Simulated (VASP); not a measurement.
Band structure of RuP (relaxed from the CsCl type structure, space group Pm-3m). Calculation: PBEsol GGA, VASP's PBE PAW potentials (set 64) (plane waves; VASP).

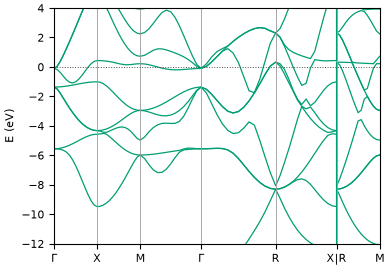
Figure: Bands along high-symmetry lines, zero at the valence-band maximum or, without a gap, the Fermi level

Question: Read the plot: is there a gap, and where are the band edges?

Answer: It has no gap at this level: it comes out as a metal or semimetal. (Edges off the drawn lines would not show.)

The structure was generated: RuP was put into the CsCl type type (Pm-3m), which need not be its known phase. It was relaxed first, which changed the volume by -30 %. The electron count is odd and the run is not spin-polarised, which forces a metal.
